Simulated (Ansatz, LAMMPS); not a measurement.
# Relaxing glassy 82SiO2-11Al2O3-4ZnO-4MgO (mol %) (88 atoms)

Aim: bring glassy 82SiO2-11Al2O3-4ZnO-4MgO (mol %) (88 atoms) to a nearby minimum of the energy and see what moves.

Method: Kohn-Sham DFT, PBEsol, PAW (set soft_2), plane waves, in Ansatz 0.2.0.

### 1. Set-up

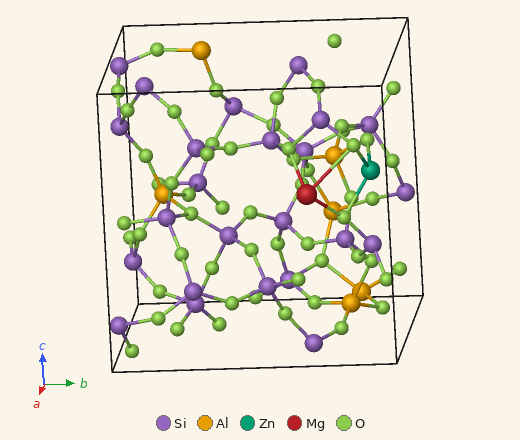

The starting structure, seen slightly off an axis (silicon purple, aluminium orange, zinc teal, magnesium red, oxygen green). Bonds to atoms that aren't drawn are left out. Some periodic images of atoms are drawn too.

The cell holds 88 atoms: 23 Si, 6 Al, 1 Zn, 1 Mg and 57 O. Its edges and angles: a = 10.564 Å, b = 10.564 Å, c = 10.564 Å, α = 90.0°, β = 90.0°, γ = 90.0°. 88 atoms (23 Si, 6 Al, 1 Zn, 1 Mg, 57 O) placed at random at 2.41 g/cm³, melted at 4000 K for 10 ps at fixed volume with the Morse and Coulomb pair potential with partial charges (Pedone, Malavasi, Menziani, Cormack and Segre, J. Phys. Chem. B 110, 11780 (2006)). Quenched from 4000 K to 300 K at 6 K/ps and fixed volume, held 10 ps at zero pressure.

Before any run, some limits are plain. The quench rate of 6 K/ps is many orders above laboratory rates, so the cell is likely richer in defects and strain than a real sample. The starting topology of bonds comes from the classical model. Sampling is at Γ alone, for a cell whose shortest periodic width is 11 Å.

### 2. The classical run that made the cell

A classical potential supplies the starting structure, since it reaches far longer times than DFT.

This step: classical MD, Morse and Coulomb pair potential with partial charges (Pedone, Malavasi, Menziani, Cormack and Segre, J. Phys. Chem. B 110, 11780 (2006)) (LAMMPS 22 Jul 2025 - Update 4).

File in.lmp:

```
# melt-quench of Si23Al6Zn1Mg1O57
units metal
atom_style charge
boundary p p p
region box block 0 10.7658 0 10.7658 0 10.7658
create_box 5 box
mass 1 28.0850   # Si
mass 2 26.9815   # Al
mass 3 65.3800   # Zn
mass 4 24.3050   # Mg
mass 5 15.9990   # O
create_atoms 1 random 23 6748 NULL overlap 1.5 maxtry 2000
create_atoms 2 random 6 6755 NULL overlap 1.5 maxtry 2000
create_atoms 3 random 1 6762 NULL overlap 1.5 maxtry 2000
create_atoms 4 random 1 6769 NULL overlap 1.5 maxtry 2000
create_atoms 5 random 57 6776 NULL overlap 1.5 maxtry 2000
pair_style hybrid/overlay pedone 5.5 coul/long 8.0
pair_coeff * * coul/long
pair_coeff 1 5 pedone 0.340554 2.006700 2.100000 1   # Si-O
pair_coeff 2 5 pedone 0.361581 1.900442 2.164818 0.9   # Al-O
pair_coeff 3 5 pedone 0.001221 3.150679 2.851850 1   # Zn-O
pair_coeff 4 5 pedone 0.038908 2.281000 2.586153 5   # Mg-O
pair_coeff 5 5 pedone 0.042395 1.379316 3.618701 22   # O-O
set type 1 charge 2.4
set type 2 charge 1.8
set type 3 charge 1.2
set type 4 charge 1.2
set type 5 charge -1.2
kspace_style pppm 1.0e-4
neigh_modify delay 0 every 1 check yes
thermo_style custom step time temp pe press density
thermo_modify norm yes
timestep 0.002
thermo 100
# [... 15 lines left out ...]
fix md all nvt temp 4000 300 0.2
run 308333 post no
unfix md
thermo 1666
fix md all npt temp 300 300 0.2 iso 0 0 2
run 5000 post no
unfix md
write_dump all custom glass.dump id type xs ys zs modify sort id
```

Started as:

```sh
$ lmp -in in.lmp -log none -nocite
```

Numbers of over 12 decimals in the logs are rounded to 6 here.

Output:

```text
LAMMPS (22 Jul 2025 - Update 4)
Created orthogonal box = (0 0 0) to (10.7658 10.7658 10.7658)
Created 23 atoms
Created 6 atoms
Created 1 atoms
Created 1 atoms
Created 57 atoms
PPPM initialization ...
  G vector (1/distance) = 0.38356999
  grid = 12 12 12
  estimated relative force accuracy = 5.8190726e-05
   Step          Time           Temp          PotEng         Press         Density
         0   0              0             -4.3326637      493233.89      2.4080306
        88   0.176          0             -16.376267     -8566.2902      2.4080306
Loop time of 0.0588167 s on 1 MPI rank(s) for 88 steps with 88 atoms
Minimization stats:
[... 18 lines left out ...]
[... 1 line left out ...]
Loop time of 2.16763 s on 1 MPI rank(s) for 5000 steps with 88 atoms
   Step          Time           Temp          PotEng         Press         Density
[... 12 lines left out ...]
Loop time of 127.918 s on 1 MPI rank(s) for 308333 steps with 88 atoms
   Step          Time           Temp          PotEng         Press         Density
[... 1 line left out ...]
    314874   629.748        318.45188     -16.552511      4087.6368      2.5618176
    316540   633.08         257.34797     -16.548663     -1173.3274      2.5610459
    318206   636.412        334.40838     -16.554849      4699.3587      2.5693128
    319333   638.666        279.22139     -16.54876       5839.8321      2.5487431
Loop time of 2.86242 s on 1 MPI rank(s) for 5000 steps with 88 atoms
```

It took 2.2 min on 1 thread of Arm Neoverse V1, shared host; peak memory 0.07 GiB.

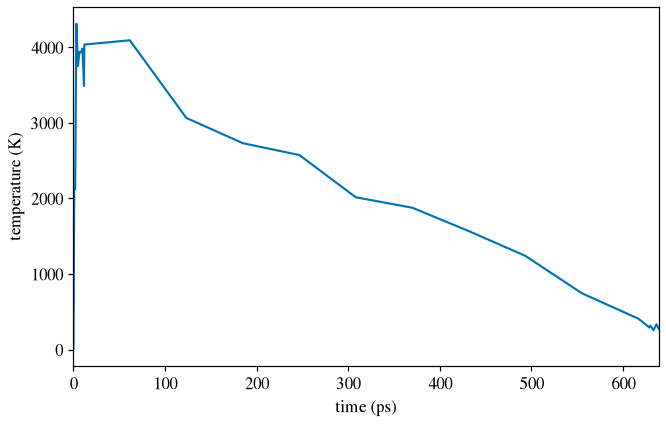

Temperature, plotted against time.

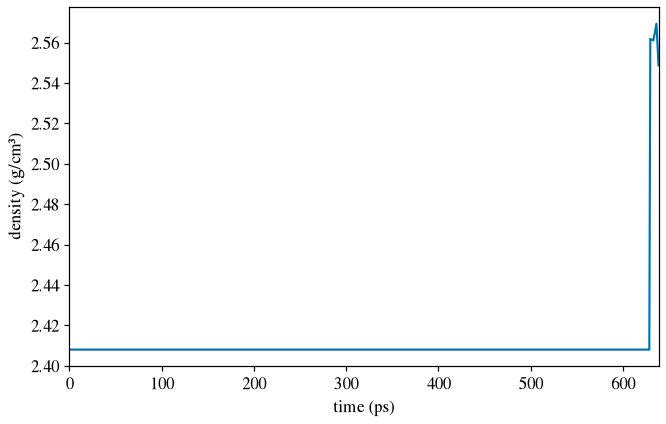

Density, plotted against time.

### 3. Single point at the start

The forces at the start show how far the geometry lies from a minimum of this functional.

File input.yaml:

```yaml
crystal:
  lattice:
    - [10.56392, 0.0, 0.0]
    - [0.0, 10.56392, 0.0]
    - [0.0, 0.0, 10.56392]
  atoms:
    - { symbol: Si, position: [0.68104, 0.56867, 0.73854] }
    - { symbol: Si, position: [0.72679, 0.13924, 0.9585] }
    - { symbol: Si, position: [0.5653, 0.38907, 0.37288] }
    - { symbol: Si, position: [0.92307, 0.02455, 0.14864] }
    - { symbol: Si, position: [0.11547, 0.38357, 0.72818] }
    - { symbol: Si, position: [0.22206, 0.86736, 0.6724] }
    - { symbol: Si, position: [0.25609, 0.00552, 0.91922] }
    - { symbol: Si, position: [0.95016, 0.29419, 0.26916] }
    - { symbol: Si, position: [0.78079, 0.53919, 0.23913] }
    - { symbol: Si, position: [0.82418, 0.3193, 0.75334] }
    - { symbol: Si, position: [0.49785, 0.253, 0.11516] }
    - { symbol: Si, position: [0.19918, 0.55365, 0.11908] }
    - { symbol: Si, position: [0.89359, 0.76887, 0.85886] }
    - { symbol: Si, position: [0.14486, 0.24719, 0.46436] }
    - { symbol: Si, position: [0.52258, 0.02285, 0.76588] }
    - { symbol: Si, position: [0.50628, 0.79097, 0.33406] }
    - { symbol: Si, position: [0.65298, 0.6762, 0.99912] }
    - { symbol: Si, position: [0.35594, 0.56151, 0.36852] }
    - { symbol: Si, position: [0.38614, 0.03022, 0.24694] }
    - { symbol: Si, position: [0.7504, 0.19452, 0.48904] }
    - { symbol: Si, position: [0.15136, 0.97466, 0.40955] }
    - { symbol: Si, position: [0.15571, 0.62811, 0.56927] }
    - { symbol: Si, position: [0.77178, 0.91409, 0.37725] }
    - { symbol: Al, position: [0.4946, 0.76805, 0.63202] }
    - { symbol: Al, position: [0.10907, 0.79628, 0.04697] }
    - { symbol: Al, position: [0.25349, 0.296, 0.96554] }
    - { symbol: Al, position: [0.01311, 0.70168, 0.31646] }
    - { symbol: Al, position: [0.3832, 0.7864, 0.07335] }
    - { symbol: Al, position: [0.45003, 0.15765, 0.50092] }
    - { symbol: Zn, position: [0.76628, 0.92058, 0.6407] }
    - { symbol: Mg, position: [0.9255, 0.70892, 0.59977] }
    - { symbol: O, position: [0.96625, 0.37207, 0.76575] }
    - { symbol: O, position: [0.80171, 0.22388, 0.62456] }
    - { symbol: O, position: [0.77482, 0.75364, 0.95076] }
    - { symbol: O, position: [0.52646, 0.76305, 0.02001] }
    - { symbol: O, position: [0.41997, 0.12216, 0.14444] }
    - { symbol: O, position: [0.82262, 0.05509, 0.03168] }
    - { symbol: O, position: [0.2144, 0.13777, 0.96416] }
    - { symbol: O, position: [0.40849, 0.3232, 0.01771] }
    - { symbol: O, position: [0.40203, 0.01161, 0.8648] }
    - { symbol: O, position: [0.45395, 0.6534, 0.30838] }
    - { symbol: O, position: [0.27177, 0.62558, 0.47785] }
    - { symbol: O, position: [0.60528, 0.26598, 0.4659] }
    - { symbol: O, position: [0.69675, 0.58653, 0.11962] }
    - { symbol: O, position: [0.58288, 0.63352, 0.64449] }
    - { symbol: O, position: [0.73232, 0.04299, 0.46975] }
    - { symbol: O, position: [0.29992, 0.22908, 0.46026] }
    - { symbol: O, position: [0.52169, 0.31977, 0.24825] }
    - { symbol: O, position: [0.0909, 0.66106, 0.15802] }
    - { symbol: O, position: [0.48245, 0.81827, 0.47636] }
    - { symbol: O, position: [0.22715, 0.94248, 0.54212] }
    - { symbol: O, position: [0.83424, 0.64482, 0.74356] }
    - { symbol: O, position: [0.64967, 0.84779, 0.30538] }
    - { symbol: O, position: [0.8218, 0.82409, 0.48848] }
    - { symbol: O, position: [0.19136, 0.95602, 0.79522] }
    - { symbol: O, position: [0.25882, 0.52718, 0.2646] }
    - { symbol: O, position: [0.3015, 0.65055, 0.06029] }
    - { symbol: O, position: [0.83745, 0.24927, 0.3769] }
    - { symbol: O, position: [0.06798, 0.32067, 0.35386] }
    - { symbol: O, position: [0.41918, 0.87, 0.23171] }
    - { symbol: O, position: [0.64327, 0.06658, 0.85349] }
    - { symbol: O, position: [0.79928, 0.24737, 0.8809] }
    - { symbol: O, position: [0.87802, 0.42063, 0.2058] }
    - { symbol: O, position: [0.07375, 0.84925, 0.37103] }
    - { symbol: O, position: [0.44568, 0.45777, 0.42525] }
    - { symbol: O, position: [0.6322, 0.19823, 0.05916] }
    - { symbol: O, position: [0.97487, 0.16987, 0.18261] }
    - { symbol: O, position: [0.72762, 0.42979, 0.72524] }
    - { symbol: O, position: [0.08459, 0.10352, 0.44862] }
    - { symbol: O, position: [0.24544, 0.01034, 0.29944] }
    - { symbol: O, position: [0.03329, 0.62316, 0.47127] }
    - { symbol: O, position: [0.22359, 0.33751, 0.8139] }
    - { symbol: O, position: [0.6785, 0.47841, 0.34694] }
    - { symbol: O, position: [0.34089, 0.78292, 0.69986] }
    - { symbol: O, position: [0.11651, 0.76301, 0.62952] }
    - { symbol: O, position: [0.88955, 0.87839, 0.76318] }
    - { symbol: O, position: [0.86117, 0.65634, 0.28015] }
    - { symbol: O, position: [0.02061, 0.92581, 0.10335] }
    - { symbol: O, position: [0.62928, 0.59136, 0.87783] }
    - { symbol: O, position: [0.47543, 0.10459, 0.64714] }
    - { symbol: O, position: [0.58253, 0.8953, 0.70713] }
    - { symbol: O, position: [0.25402, 0.88307, 0.02301] }
    - { symbol: O, position: [0.85209, 0.96422, 0.26862] }
    - { symbol: O, position: [0.15032, 0.52426, 0.66544] }
    - { symbol: O, position: [0.47428, 0.06825, 0.36512] }
    - { symbol: O, position: [0.11674, 0.30241, 0.59518] }
    - { symbol: O, position: [0.17001, 0.42982, 0.05364] }
    - { symbol: O, position: [0.01756, 0.74002, 0.92836] }
kpoints:
  mp_grid: { grid: [1, 1, 1] }
hamiltonian:
  xc: pbesol
scf:
  occupations: { method: gaussian, width: 0.05 }
output:
  forces: true
  stress: true
  populations: intrinsic
  dos:
    method: { smearing: { sigma: 0.15 } }
    de: 0.1
    projected: { site_lists: { Al: [Al], Mg: [Mg], O: [O], Si: [Si], Zn: [Zn] } }
  eigenvalues: true
```

Started as:

```sh
$ ansatz run input.yaml --threads 4 --pin off --max-ram 8192MiB --backend cpu --events-out ev --progress --plain --runs-dir out
```

Output:

```text
Engine: ansatz 0.2.0, aarch64-unknown-linux-gnu
Pseudopotentials: kind: paw
Pseudopotential: Si, paw, valence charge 4, recommended cutoff 420 eV (normal), Si.paw.azcp
Pseudopotential: Al, paw, valence charge 3, recommended cutoff 420 eV (normal), Al.paw.azcp
Pseudopotential: Zn, paw, valence charge 12, recommended cutoff 420 eV (normal), Zn.paw.azcp
Pseudopotential: Mg, paw, valence charge 10, recommended cutoff 420 eV (normal), Mg.paw.azcp
Pseudopotential: O, paw, valence charge 6, recommended cutoff 420 eV (normal), O.paw.azcp
[... 3 lines on functional and potentials left out ...]
Crystal: 88 atoms, lattice volume = 1178.896 Å³
Basis set: ecut = 420 eV, 22983 PW (Γ), exchange–correlation on 144×144×144 points (8 copies of the dense FFT grid, shifted against one another)
Bands: 325, of which v1, the nominal top of the filled ones, is band 237 counted from 1 (236 counted from 0)
Symmetry: 1 space group operations
Space group: P1 (ITA 1), of the structure as read, at distance tolerance 1.1e-4 Å
k-points: 1
[... 16 lines on functional and potentials left out ...]
Initial density: superposition of atomic densities (neutral atoms: chi_scale 0, normalization atom), corrected by the library's trained network
Initial wavefunctions: pseudopotential atomic-orbital guess
Functional: x = pbesol(κ = 0.804, μ = 0.123457), c = pbesol(β = 0.046)
SCF iter   1: F=—  HF=-54691.961642 eV  |F-HF|=—  |Δ(HF+E_count)|=         —  Δρ=1.16e-2  dr2=1.23e0  ethr=1.77e-3  ⟨swp⟩=6.0  Hψ=1554  notcnv=0  defer=43
preconditioner: auto → Resta (q_TF=auto, 2.344 Å⁻¹)  ε∞=3.1  [insulator: Δε(μ)=3.777 eV  Ē_g=15.957 eV  σ=0.050 eV  W_gap=1.00  n_scr=250 (ndim 8)  ℏωp=23.3 eV  f_vac=0.171  D(μ)=0.00/eV (n_scr^D=0)  ε∞_Penn≈3.1]
SCF iter   2: F=—  HF=-54691.612529 eV  |F-HF|=—  |Δ(HF+E_count)|=   3.49e-1  Δρ=1.81e-3  dr2=2.39e-2  ethr=2.60e-4  ⟨swp⟩=2.0  Hψ=554  notcnv=0  defer=83
SCF iter   3: F=—  HF=-54691.613634 eV  |F-HF|=—  |Δ(HF+E_count)|=   1.11e-3  Δρ=8.37e-4  dr2=8.26e-3  ethr=5.04e-6  ⟨swp⟩=2.0  Hψ=418  notcnv=0  defer=83
SCF iter   4: F=—  HF=-54691.615328 eV  |F-HF|=—  |Δ(HF+E_count)|=   1.69e-3  Δρ=5.60e-4  dr2=3.11e-3  ethr=1.74e-6  ⟨swp⟩=2.0  Hψ=424  notcnv=0  defer=83
SCF iter   5: F=—  HF=-54691.614886 eV  |F-HF|=—  |Δ(HF+E_count)|=   4.42e-4  Δρ=8.89e-5  dr2=1.45e-4  ethr=6.55e-7  ⟨swp⟩=2.0  Hψ=472  notcnv=0  defer=83
SCF iter   6: F=—  HF=-54691.614996 eV  |F-HF|=—  |Δ(HF+E_count)|=   1.10e-4  Δρ=6.44e-5  dr2=3.69e-5  ethr=3.06e-8  ⟨swp⟩=2.0  Hψ=475  notcnv=0  defer=83
SCF iter   7: F=—  HF=-54691.616617 eV  |F-HF|=—  |Δ(HF+E_count)|=   1.62e-3  Δρ=1.60e-5  dr2=3.60e-6  ethr=7.79e-9  ⟨swp⟩=2.0  Hψ=495  notcnv=0  defer=83
SCF iter   8: F=—  HF=-54691.616622 eV  |F-HF|=—  |Δ(HF+E_count)|=   4.53e-6  Δρ=7.63e-6  dr2=7.32e-7  ethr=7.59e-10  ⟨swp⟩=2.0  Hψ=419  notcnv=0  defer=83
SCF iter   9: F=—  HF=-54691.616623 eV  |F-HF|=—  |Δ(HF+E_count)|=   7.40e-7  Δρ=3.44e-6  dr2=1.32e-7  ethr=1.55e-10  ⟨swp⟩=2.0  Hψ=419  notcnv=0  defer=83
SCF iter  10: F=-54691.616623 eV  HF=-54691.616623 eV  |F-HF|=2.18e-8  |Δ(HF+E_count)|=   1.30e-7  Δρ=9.82e-7  dr2=1.35e-8  ethr=2.11e-11  ⟨swp⟩=17.0  Hψ=1898  notcnv=0
SCF 1 converged in 10 iterations: F = -54691.616623 eV  dr2 = 1.35e-8
  greatest PAW one-centre occupation: 1.000 electrons in one spin orbital (limit 2), on the Mg atom at site 30 (counted from 0), in its partial waves of l = 0
SCF converged after 10 iterations
Free energy (F): -54691.616623 eV
Harris-Foulkes:  -54691.616623 eV  (|F-HF|=2.18e-8)
Internal energy: -54691.616623 eV  (E = F + TS)
E sigma→0 (E₀):  -54691.616623 eV
Fermi energy:    4.829668 eV
--- Per-component energies (eV) ---
  E_band       = -2471.369123
  E_kinetic    = 11566.977238
  E_local      = -36855.431914  (includes V_loc(G=0)·N_el)
  E_nonlocal   = 4107.748120
  E_hartree    = 14027.648881
  E_xc         = -5852.045566
  E_vxc        = -6723.691255  (∫ρ·V_xc dr)
  E_paw        = -25032.323161  (= ΣΔE_a)
  E_vpaw       = -2622.419347  (= ΣTr[D̂ρ^β])
  E_aug_tail   = 0.145957  (compensation charges beyond the density's cutoff)
  E_ewald      = -16658.044534
  E_core_change = 3.708357  (= ΣΔE_core)
  E_smearing   = -0.000000  (= −TS)
  E_closure    = 0.000000  (closes the sum)
  Σ components = -54691.616623   (vs F -54691.616623, Δ=0.00e0)
--- Forces (eV/Å), atoms counted from 1 ---
  atom   1  Si     1.78954032     3.43106795     1.24136620
  atom   2  Si    -1.53105323     0.35674038    -0.76145985
  atom   3  Si     0.57368668    -1.79393412    -0.45336750
  atom   4  Si    -1.20173726     2.48692622    -1.00387048
  atom   5  Si    -0.94984579     0.14194067    -3.54138046
  atom   6  Si    -0.05240583     0.93369592     0.10047431
  atom   7  Si     2.78537527    -0.15516143    -0.86092461
  atom   8  Si    -3.96485673    -0.52527719     0.44683009
  atom   9  Si    -0.82757550    -1.62444161    -0.30886784
  atom  10  Si     1.00962021    -1.17124184    -1.73447111
  atom  11  Si     0.61841910    -0.99783687    -1.11242538
  atom  12  Si     2.32037018     1.61167488     3.31002060
  atom  13  Si    -3.74727256    -2.60964140    -0.61260785
  atom  14  Si     2.54498061    -2.66991940    -1.36976838
[...]
atom  87  O     -0.63729385    -3.45207783    -1.99397950
  atom  88  O      2.18274183    -0.93283908    -0.30398660
  max |Σ_I F_I| component: 2.41e-5 eV/Å
--- Stress (GPa, compression-positive) ---
        3.489784       0.217698      -0.898847
        0.217692       5.340818      -0.808225
       -0.898841      -0.808226       5.307496
  P = ⅓ Tr σ = 4.7127 GPa (47.127 kbar)
--- Band table (eV) ---
  k-point 0: bands = ["-70.4064", "-37.3943", "-37.3828", "-37.3047", [... 309 levels ...], "13.2371", "13.2646", "13.3366", "13.3951", "13.4170", "13.4815", "13.5186", "13.6354", "13.6447", "13.6684", "13.7254", "13.8008"]
--- intrinsic populations: 88 sites ---
  site symbol       q [e]
     0     Si      2.2704
     1     Si      2.2264
     2     Si      2.2328
[...]
87      O      6.9101
  spilling = -0.000000 (of n_electrons = 474.000000)
```

Elapsed: 19 s, on 4 threads of Arm Neoverse V1, shared host; peak memory 1.4 GiB.

The run gave:

```yaml
free_energy: -54691.6166 eV
free_energy_per_atom: -621.4956 eV/atom
scf_cycles: 10
pressure: 4.713 GPa
r_m_s_force_component: 1.42 eV/Å
longest_force: 6.533 eV/Å
fermi_energy: 4.83 eV
spacing_of_highest_filled_and_lowest_empty_level: 3.786 eV
```

The r.m.s. force component of 1.4 eV/Å and the pressure of 4.7 GPa set the starting point.

Neighbours are counted within 2.16 Å (O-Si), 2.33 Å (O-Al), 2.42 Å (O-Mg), 2.50 Å (O-Zn).

Length of the force by element and coordination:

```
element  coordination  atoms  mean length of the force (eV/Å)  spread  least   most
     Al           all      6                             1.76   0.585   1.05   2.81
     Mg           all      1                             1.31       0   1.31   1.31
      O           all     57                             1.87    1.06  0.276   5.36
      O             2     47                             1.95    1.11  0.276   5.36
      O             3     10                             1.48   0.634  0.623   2.74
     Si           all     23                             2.99    1.32  0.941   6.53
     Zn           all      1                            0.944       0  0.944  0.944
```

[end of part 1 of 3]

[Logs are printed without paths, hosts, clocks, repeated set-up lines and the standing remarks that a program may print on its own settings, such as how far it seeks lower states.]

[Hosts, paths, dates, database ids (printed as entryN), source tags and the programs' standing remarks are cut or masked in the printed files.]
